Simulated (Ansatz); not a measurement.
Consider CH₆AlNS (SMILES NC[S][AlH2]).

Input file:

```
crystal:
  periodic: [false, false, false]
  atoms:
    - {symbol: N, position_ang: [-0.639641, 1.524242, 0.837460]}
    - {symbol: C, position_ang: [-0.122242, 0.187362, 0.965408]}
    - {symbol: S, position_ang: [-1.103806, -0.972010, -0.059794]}
    - {symbol: Al, position_ang: [0.321037, -1.476272, -1.614261]}
    - {symbol: H, position_ang: [-0.442744, 1.907272, -0.078227]}
    - {symbol: H, position_ang: [-0.231856, 2.135482, 1.534317]}
    - {symbol: H, position_ang: [-0.251904, -0.141341, 1.997836]}
    - {symbol: H, position_ang: [0.935592, 0.063110, 0.701285]}
    - {symbol: H, position_ang: [-0.126122, -2.498910, -2.732718]}
    - {symbol: H, position_ang: [1.744787, -0.780133, -1.548407]}
basis:
  gaussian: {orbitals: def2-TZVPP}
hamiltonian: {xc: pbe0, dispersion: d4}
output: {orbitals: {seedname: orbitals}}
```

Command:

```sh
ansatz run in.yaml --threads 2 --pin off --events-out ev --progress --plain --max-ram 4352MiB
```

Geometry: PBE0-D4/def2-TZVP.

The calculation used Ansatz, RKS PBE0-D4/def2-TZVPP.

> What can the converged electron density and electron localisation function tell about the bonding?

C–S (1.83 Å): the density is about 1.2 e/Å³ at the midpoint; the ELF peaks at about 0.90 between the atoms (a shared electron pair).
Al–S (2.17 Å): ρ is about 0.71 e/Å³ halfway; the ELF peaks at about 0.90 in the valence shell of S, 0.9 Å from its nucleus, and is about 0.90 at the midpoint.
Al–H (1.58 Å): the density is about 0.56 e/Å³ at the midpoint; the ELF climbs to about 1 towards the hydrogen.

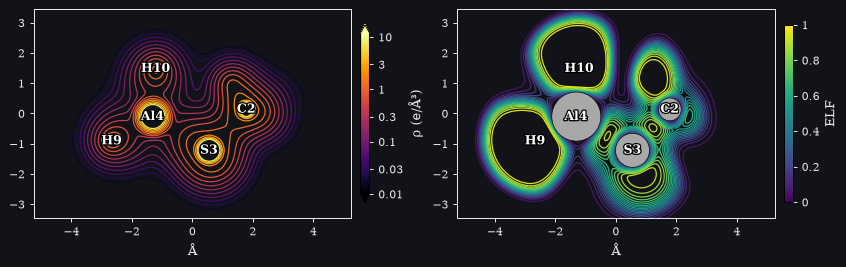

Computed electron density and electron localisation function on the plane of atoms C2, S3 and Al4, in this order. Grey discs cover the atomic cores in the ELF map. 
